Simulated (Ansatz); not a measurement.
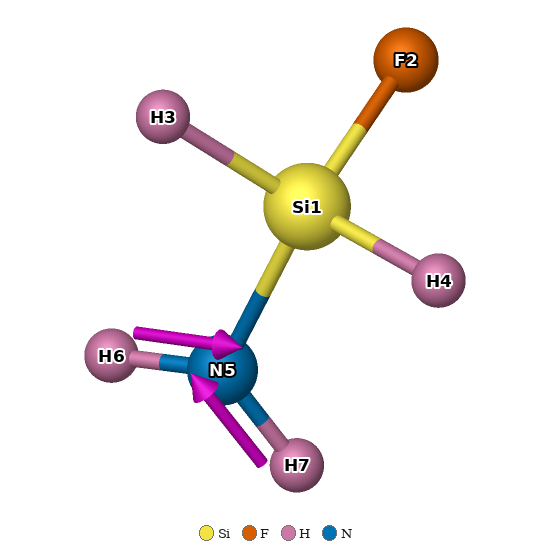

The arrows show one normal mode. Harmonic vibrations computed with RKS PBE0-D4/def2-TZVP (Ansatz 0.2.0) at a stationary point of the same level.

Question: What kind of motion is it?

Answer: Mostly in-phase stretching of 2 N–H bonds.

Question: At what wavenumber does it lie?

Answer: 3616 cm⁻¹; it is mode 14 of 15 counted from the lowest.
